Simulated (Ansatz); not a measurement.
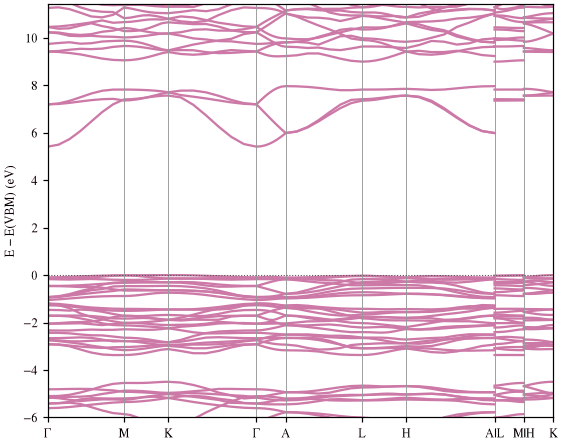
Figure: Band structure from r²SCAN in the plane-wave PAW code Ansatz

The gap is 5.42 eV; an edge lies off the plotted path or next to a special point (maximum off the standard path, minimum at Γ).

### Question
Pick the material that matches.
(A) SiO2, P3_221 (Si on 3a, O on 6c)
(B) GaPO4, P3_121 (Ga on 3b, P on 3a, O on 6c, O on 6c)
(C) La2O3, La2O3 or Ni2Al3 type
(D) Al3GaN4, P3m1 (Pearson symbol hP8)

### Answer
B, GaPO4, P3_121 (Ga on 3b, P on 3a, O on 6c, O on 6c)

The workflow started from a Materials Project entry (that database holds measured and hypothetical structures alike); the Crystallography Open Database files this formula in space group No. 152, but the cells were not matched. Its standing as an ambient phase is unchecked. Symmetry was held in the r²SCAN relaxation; whether a distortion lowers the energy is not shown. Spin–orbit coupling is left out wherever it is not named.

Potentials: the earlier of the program's two PAW sets. The files were generated under PBE; for other functionals the program regenerates the frozen cores, and for LDA and PBEsol the local potential too.
